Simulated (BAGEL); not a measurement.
# CH5AlNO− (SMILES O=C[NH][AlH3-]): HF/6-31G(d) (density fitting with qzvpp-jkfit, spherical functions)

Aim: the energy change on altering one bond length of CH5AlNO− at HF/6-31G* (density fitting with qzvpp-jkfit, spherical functions), from 2 runs. 

Program for the calculation: BAGEL 1.2.2.

1 further run of the same task is left out (set aside as unsound or not needed). Runs told in other sessions of the task aren't counted.

## 1. Starting point

CH5AlNO−: 9 atoms, total charge -1, spin state singlet. As SMILES, `O=C[NH][AlH3-]`. The shape comes from GFN2-xTB, which is rough for such elements, and wasn't checked as a minimum. This is one conformer, not always the lowest.

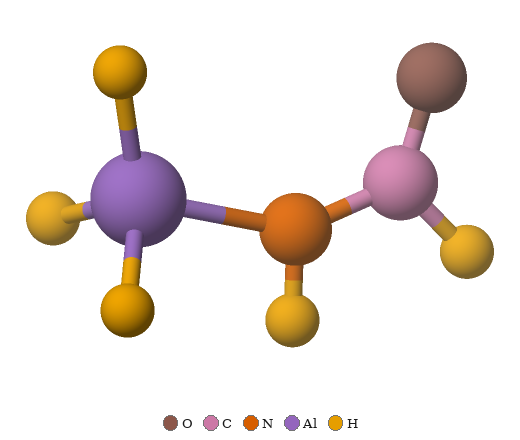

The structure, seen from a chosen angle (oxygen brown, carbon pink, nitrogen orange, aluminium purple, hydrogen amber).

## 2. The energy at HF/6-31G(d) (density fitting with qzvpp-jkfit, spherical functions)

File hf.json:

```json
{ "bagel" : [

{
  "title" : "molecule",
  "basis" : "6-31gs.json",
  "df_basis" : "qzvpp-jkfit",
  "angstrom" : true,
  "geometry" : [
    { "atom" : "O", "xyz" : [    0.917980,    1.268080,   -1.884900 ] },
    { "atom" : "C", "xyz" : [    1.221340,    0.871040,   -0.776610 ] },
    { "atom" : "N", "xyz" : [    0.475870,    0.176220,    0.072130 ] },
    { "atom" : "Al", "xyz" : [   -1.191590,   -0.679910,    0.390200 ] },
    { "atom" : "H", "xyz" : [    2.258990,    1.106460,   -0.387080 ] },
    { "atom" : "H", "xyz" : [    0.964630,   -0.027740,    0.941430 ] },
    { "atom" : "H", "xyz" : [   -0.834970,   -2.245980,    0.298850 ] },
    { "atom" : "H", "xyz" : [   -2.375620,   -0.252210,   -0.574960 ] },
    { "atom" : "H", "xyz" : [   -1.436640,   -0.215970,    1.920940 ] }
  ]
},
{ "title" : "hf", "charge" : -1 },
{ "title" : "print", "file" : "orbitals.molden", "orbitals" : true }

]}
```

The basis set 6-31G* is read from a file made from the Basis Set Exchange's data (not shown).

On the command line:

```
$ BAGEL_NUM_THREADS=1 BAGEL hf.json > hf.out
```

The program printed:

```text
* using 1 threads per process

  ===============================================================
  ===============================================================

  *** Geometry ***

  { "atom" : "O", "xyz" : [      1.734731,      2.396324,     -3.561945 ] },
  { "atom" : "C", "xyz" : [      2.307998,      1.646027,     -1.467580 ] },
  { "atom" : "N", "xyz" : [      0.899264,      0.333008,      0.136306 ] },
  { "atom" : "Al", "xyz" : [     -2.251779,     -1.284844,      0.737371 ] },
  { "atom" : "H", "xyz" : [      4.268872,      2.090906,     -0.731475 ] },
  { "atom" : "H", "xyz" : [      1.822887,     -0.052421,      1.779045 ] },
  { "atom" : "H", "xyz" : [     -1.577865,     -4.244287,      0.564745 ] },
  { "atom" : "H", "xyz" : [     -4.489271,     -0.476608,     -1.086517 ] },
  { "atom" : "H", "xyz" : [     -2.714856,     -0.408124,      3.630051 ] },

  Number of auxiliary basis functions:      447

  Since a DF basis is specified, we compute 2- and 3-index integrals:
    o Being stored without compression. Storage requirement is 0.018 GB

  Number of basis functions:       70
  Number of electrons      :       39

    * METHOD: MOLECULE                             0.19

  *** RHF ***

  === Nuclear Repulsion ===
   146.2737209290

      * DIIS with orbital gradients will be used.

  === RHF iteration (6-31gs.json) ===
      0       -411.77793012          0.02543810           0.04
      1       -411.94865661          0.01619552           0.04
      2       -412.03456507          0.00196436           0.04
      3       -412.03615710          0.00105340           0.04
      4       -412.03655000          0.00016459           0.04
      5       -412.03657675          0.00008929           0.04
      6       -412.03658368          0.00004144           0.04
      7       -412.03658624          0.00000802           0.04
      8       -412.03658630          0.00000209           0.04
      9       -412.03658630          0.00000102           0.04
     10       -412.03658630          0.00000020           0.04
     11       -412.03658630          0.00000008           0.04
     12       -412.03658630          0.00000002           0.04
     13       -412.03658630          0.00000001           0.04
    * SCF iteration converged.

    * Permanent dipole moment:
           (   -1.681476,    -0.499623,    -0.443236) a.u.

    * METHOD: HF                                   0.68

    * METHOD: PRINT                                0.01

  ===============================================================
```

Wall time 1 s (1 thread of Arm Neoverse V1, shared host); peak memory 0.094 GiB.

## 3. The distorted shape

File input.json:

```json
{ "bagel" : [

{
  "title" : "molecule",
  "basis" : "6-31gs.json",
  "df_basis" : "qzvpp-jkfit",
  "angstrom" : true,
  "geometry" : [
    { "atom" : "O", "xyz" : [    0.826981,    1.387180,   -2.217354 ] },
    { "atom" : "C", "xyz" : [    1.221340,    0.871040,   -0.776610 ] },
    { "atom" : "N", "xyz" : [    0.475870,    0.176220,    0.072130 ] },
    { "atom" : "Al", "xyz" : [   -1.191590,   -0.679910,    0.390200 ] },
    { "atom" : "H", "xyz" : [    2.258990,    1.106460,   -0.387080 ] },
    { "atom" : "H", "xyz" : [    0.964630,   -0.027740,    0.941430 ] },
    { "atom" : "H", "xyz" : [   -0.834970,   -2.245980,    0.298850 ] },
    { "atom" : "H", "xyz" : [   -2.375620,   -0.252210,   -0.574960 ] },
    { "atom" : "H", "xyz" : [   -1.436640,   -0.215970,    1.920940 ] }
  ]
},
{
  "title" : "hf",
  "charge" : -1
},
{
  "title" : "print",
  "file" : "orbitals.molden",
  "orbitals" : true
}

]}
```

The basis set 6-31G* is read from a file made from the Basis Set Exchange's data (not shown).

On the command line:

```
$ BAGEL_NUM_THREADS=1 BAGEL input.json > input.out
```

The program printed:

```text
* using 1 threads per process

  ===============================================================
  ===============================================================

  *** Geometry ***

  { "atom" : "O", "xyz" : [      1.562768,      2.621390,     -4.190192 ] },
  { "atom" : "C", "xyz" : [      2.307998,      1.646027,     -1.467580 ] },
  { "atom" : "N", "xyz" : [      0.899264,      0.333008,      0.136306 ] },
  { "atom" : "Al", "xyz" : [     -2.251779,     -1.284844,      0.737371 ] },
  { "atom" : "H", "xyz" : [      4.268872,      2.090906,     -0.731475 ] },
  { "atom" : "H", "xyz" : [      1.822887,     -0.052421,      1.779045 ] },
  { "atom" : "H", "xyz" : [     -1.577865,     -4.244287,      0.564745 ] },
  { "atom" : "H", "xyz" : [     -4.489271,     -0.476608,     -1.086517 ] },
  { "atom" : "H", "xyz" : [     -2.714856,     -0.408124,      3.630051 ] },

  Number of auxiliary basis functions:      447

  Since a DF basis is specified, we compute 2- and 3-index integrals:
    o Being stored without compression. Storage requirement is 0.018 GB

  Number of basis functions:       70
  Number of electrons      :       39

    * METHOD: MOLECULE                             0.19

  *** RHF ***

  === Nuclear Repulsion ===
   138.3847476968

      * DIIS with orbital gradients will be used.

  === RHF iteration (6-31gs.json) ===
      0       -411.57177184          0.02981461           0.04
      1       -411.63578166          0.02837465           0.04
      2       -411.92268211          0.00472382           0.04
      3       -411.93081559          0.00171788           0.04
      4       -411.93265828          0.00060136           0.04
      5       -411.93296810          0.00030424           0.04
      6       -411.93311568          0.00017101           0.04
      7       -411.93316741          0.00003122           0.04
      8       -411.93316899          0.00001601           0.04
      9       -411.93316924          0.00000770           0.04
     10       -411.93316931          0.00000205           0.04
     11       -411.93316931          0.00000078           0.04
     12       -411.93316931          0.00000032           0.04
     13       -411.93316931          0.00000010           0.04
     14       -411.93316931          0.00000005           0.04
     15       -411.93316931          0.00000001           0.04
     16       -411.93316931          0.00000001           0.04
    * SCF iteration converged.

    * Permanent dipole moment:
           (   -1.640766,    -0.098119,    -1.254319) a.u.

    * METHOD: HF                                   0.77

    * METHOD: PRINT                                0.01

  ===============================================================
```

Run time: 1.1 s. Hardware: 1 thread of Arm Neoverse V1, shared host; peak memory 0.094 GiB.

## 4. What came out

At HF/6-31G* (density fitting with qzvpp-jkfit, spherical functions):

| quantity | value |
| --- | --- |
| first shape: total energy | -412.03659 Eh |
| first shape: HOMO energy | -5.19 eV |
| first shape: LUMO energy | 7.97 eV |
| first shape: HOMO–LUMO gap (to an unbound level, set by the basis) | 13.16 eV |
| distorted shape: total energy | -411.93317 Eh |
| distorted shape: HOMO energy | -5.36 eV |
| distorted shape: LUMO energy | 7.64 eV |
| distorted shape: HOMO–LUMO gap (to an unbound level, set by the basis) | 13.00 eV |
| energy change with the O1–C2 bond stretched from 1.216 to 1.580 Å | 2.814 eV |

**Reading.** With the O1–C2 bond stretched from 1.216 to 1.580 Å the energy rises by 2.81 eV (272 kJ/mol). The first shape isn't relaxed at this level, so the change isn't measured from a minimum.
